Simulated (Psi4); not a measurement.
**UVV10/jun-cc-pVTZ (density fitting) run of GeH2 (SMILES [GeH2])**

Aim: the energy difference between two shapes of GeH2 at UVV10/jun-cc-pVTZ (density fitting), from 2 runs. 

The calculation is run with Psi4 1.11.

2 further runs of the same task are left out: 2 set aside as unsound or not needed.

### 1 The system as given

GeH2 has 3 atoms, charge 0, and is taken as a singlet. As SMILES, `[GeH2]`. Geometry: relaxed at PBE0-D4/def2-TZVP.

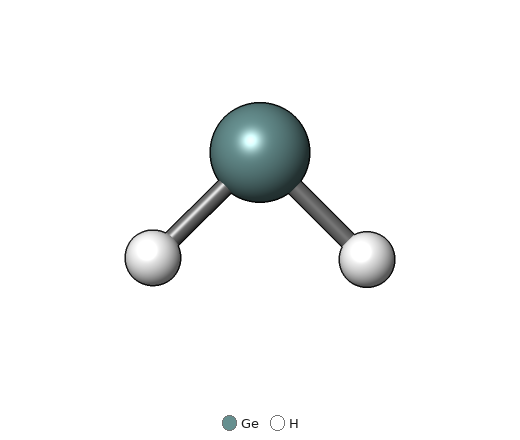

The structure, seen from a chosen angle (germanium teal, hydrogen white).

### 2 A single-point energy at UVV10/jun-cc-pVTZ (density fitting)

The input, calc.inp:

```
memory 1600 mb

molecule {
  0 1
  Ge    -0.570100     0.405100    -0.263700
  H      0.783000     0.743600     0.509000
  H     -0.212900    -1.148700    -0.245300
  symmetry c1
}

set {
  reference uks
}

energy_value = energy('vv10/jun-cc-pVTZ')
print_variables()
```

Command:

```bash
$ psi4 -n 1 calc.inp calc.out
```

calc.out:

```text
[...]
  Running in c1 symmetry.
[...]
  Nuclear repulsion =   21.473702028079785
[...]
  Multiplicity = 1
[...]
  Nalpha       = 17
  Nbeta        = 17
[...]
    Number of basis functions: 80
[...]
   @DF-UKS iter   1: -2077.62218243631924   -1.99246e+00   2.68361e-02 DIIS/ADIIS
[...]
   @DF-UKS iter   8: -2078.85753274095941   -3.66431e-08   5.14363e-07 DIIS
[...]
   @S^2 Observed:                1.776356839E-14
[...]
    Orbital Energies [Eh]
    ---------------------
    Alpha Occupied:
       1A   -397.355286     2A    -49.213513     3A    -43.810840
       4A    -43.806588     5A    -43.805722     6A     -5.994186
       7A     -4.210083     8A     -4.196755     9A     -4.193862
      10A     -1.105481    11A     -1.102145    12A     -1.099856
      13A     -1.091591    14A     -1.089531    15A     -0.475097
      16A     -0.280045    17A     -0.219209
    Alpha Virtual:
      18A     -0.149587    19A     -0.011333    20A     -0.000186
      21A      0.027005    22A      0.028496    23A      0.033024
      24A      0.050951    25A      0.068967    26A      0.071769
[...]
  @DF-UKS Final Energy: -2078.85753274095941
   => Energetics <=
    Nuclear Repulsion Energy =             21.4737020280797850
    One-Electron Energy =               -2937.4902597433783740
    Two-Electron Energy =                 917.5065975314884099
    DFT Exchange-Correlation Energy =     -80.4943407097941304
    Empirical Dispersion Energy =           0.0000000000000000
    VV10 Nonlocal Energy =                  0.1467681526447891
    Total Energy =                      -2078.8575327409594138
[...]
 Multipole Moments:
 ------------------------------------------------------------------------------------
     Multipole            Electronic (a.u.)      Nuclear  (a.u.)        Total (a.u.)
 ------------------------------------------------------------------------------------
 L = 1.  Multiply by 2.5417464519 to convert [e a0] to [Debye]
 Dipole X            :         -2.0469954            1.9501117           -0.0968837
 Dipole Y            :          1.3292825           -1.2664574            0.0628251
 Dipole Z            :         -0.0000000           -0.0000000           -0.0000000
 Magnitude           :                                                    0.1154705
[...]
```

Wall time 16 s (1 thread of INTEL XEON PLATINUM 8581C at 2.10GHz (Emerald Rapids), shared host); peak memory 0.75 GiB.

### 3 The distorted shape, same level

The input, geh2.json:

```json
{
 "schema_name": "qcschema_input",
 "schema_version": 1,
 "molecule": {
  "schema_name": "qcschema_molecule",
  "schema_version": 2,
  "symbols": ["Ge", "H", "H"],
  "geometry": [-1.0850883, 0.74852997, -0.47368064, 1.46382343, 1.40296102, 0.91309488, -0.45654082, -2.14872254, -0.47625445],
  "molecular_charge": 0,
  "molecular_multiplicity": 1,
  "fix_symmetry": "c1"
 },
 "driver": "energy",
 "model": {
  "method": "vv10",
  "basis": "jun-cc-pVTZ"
 },
 "keywords": {
  "reference": "uks"
 }
}
```

Command:

```bash
$ psi4 --qcschema geh2.json -n 1 --memory 1600MB
```

stdout:

```text
[...]
  Running in c1 symmetry.
[...]
  Nuclear repulsion =   21.785716499809929
[...]
  Multiplicity = 1
[...]
  Nalpha       = 17
  Nbeta        = 17
[...]
    Number of basis functions: 80
[...]
   @DF-UKS iter   1: -2077.62006457511961   -1.97377e+00   2.68818e-02 ADIIS/DIIS
[...]
   @DF-UKS iter   9: -2078.85687347763815   -8.58199e-09   2.02777e-07 DIIS
[...]
   @S^2 Observed:                4.618527782E-14
[...]
    Orbital Energies [Eh]
    ---------------------
    Alpha Occupied:
       1A   -397.353273     2A    -49.211813     3A    -43.809157
       4A    -43.804822     5A    -43.803944     6A     -5.992734
       7A     -4.208734     8A     -4.195289     9A     -4.192335
      10A     -1.104239    11A     -1.100809    12A     -1.098463
      13A     -1.090401    14A     -1.088068    15A     -0.477894
      16A     -0.283826    17A     -0.216909
    Alpha Virtual:
      18A     -0.149214    19A     -0.010323    20A      0.003294
      21A      0.027005    22A      0.028883    23A      0.033134
      24A      0.051502    25A      0.069743    26A      0.071934
[...]
  @DF-UKS Final Energy: -2078.85687347763815
   => Energetics <=
    Nuclear Repulsion Energy =             21.7857164998099293
    One-Electron Energy =               -2938.1417192488088403
    Two-Electron Energy =                 917.8554323657258465
    DFT Exchange-Correlation Energy =     -80.5030562856029945
    Empirical Dispersion Energy =           0.0000000000000000
    VV10 Nonlocal Energy =                  0.1467531912380863
    Total Energy =                      -2078.8568734776381461
[...]
 Multipole Moments:
 ------------------------------------------------------------------------------------
     Multipole            Electronic (a.u.)      Nuclear  (a.u.)        Total (a.u.)
 ------------------------------------------------------------------------------------
 L = 1.  Multiply by 2.5417464519 to convert [e a0] to [Debye]
 Dipole X            :         -1.9586338            1.8979193           -0.0607145
 Dipole Y            :          1.2717328           -1.2369171            0.0348158
 Dipole Z            :         -0.0000000            0.0000000           -0.0000000
 Magnitude           :                                                    0.0699885
[...]
```

The result, in JSON:

```text
{
 "driver": "energy",
 "model": {
  "method": "vv10",
  "basis": "jun-cc-pVTZ"
 },
 "success": true,
 "return_result": -2078.856873477638,
 "properties": {
  "calcinfo_nbasis": 80,
  "calcinfo_nmo": 80,
  "calcinfo_nalpha": 17,
  "calcinfo_nbeta": 17,
  "calcinfo_natom": 3,
  "nuclear_repulsion_energy": 21.78571649980993,
  "return_energy": -2078.856873477638,
  "scf_one_electron_energy": -2938.141719248809,
  "scf_two_electron_energy": 917.8554323657258,
  "scf_vv10_energy": 0.14675319123808625,
  "scf_xc_energy": -80.503056285603,
  "scf_dipole_moment": [-0.06071453519475978, 0.034815757502346, -4.740411672995826e-09],
  "scf_total_energy": -2078.856873477638,
  "scf_iterations": 9
 }
}
```

It took 16 s on 1 thread of INTEL XEON PLATINUM 8581C at 2.10GHz (Emerald Rapids), shared host; peak memory 0.75 GiB.

### 4 Results

At UVV10/jun-cc-pVTZ (density fitting):

| quantity | value |
| --- | --- |
| first shape: total energy | -2078.85753 Eh |
| first shape: dipole moment | 0.29 D |
| first shape: HOMO energy | -5.96 eV |
| first shape: LUMO energy | -4.07 eV |
| first shape: HOMO–LUMO gap | 1.89 eV |
| distorted shape: total energy | -2078.85687 Eh |
| distorted shape: dipole moment | 0.18 D |
| distorted shape: HOMO energy | -5.90 eV |
| distorted shape: LUMO energy | -4.06 eV |
| distorted shape: HOMO–LUMO gap | 1.84 eV |
| energy change with the atoms displaced | 0.018 eV |

**Reading.** With the atoms displaced the energy rises by 0.02 eV (1.7 kJ/mol). The first shape isn't relaxed at this level, so the change isn't measured from a minimum.
